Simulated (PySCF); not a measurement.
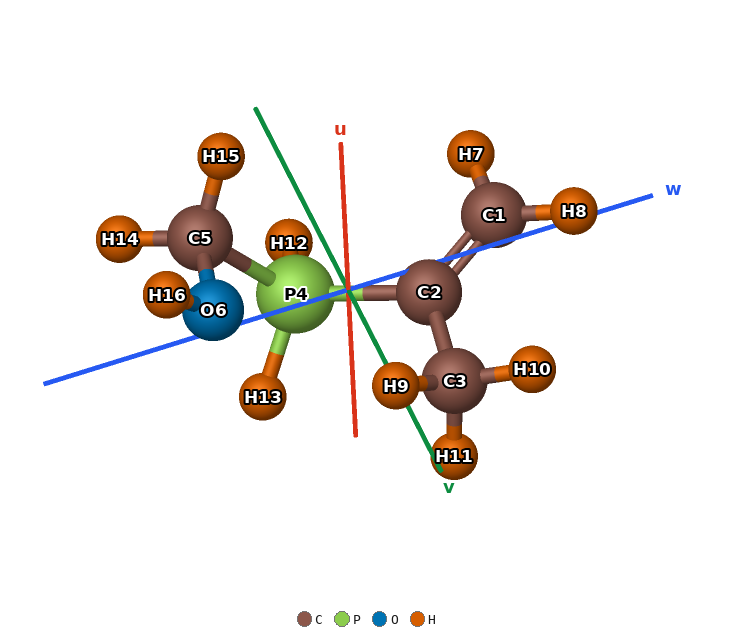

The lines u, v and w are the principal axes of the static dipole polarisability. The species has charge +1 and is a spin singlet. The geometry was computed by an optimisation with GFN2-xTB. No frequency run is at hand to confirm it as a minimum. Method: B3LYP/def2-SVPD (PySCF 2.14.0).

### Along which axis is the molecule most polarisable, and along which least?

Most along w (close to the long direction C1···O6), least along u.

### Give the three principal values.

u 59.7, v 71.7, w 85.3 bohr³; mean 72.2, anisotropy 22.1 bohr³.

The geometry is semi-empirical. Around P such bond lengths and angles can be off by a tenth of an ångström or more and by several degrees, and values that hang on the shape move with them.
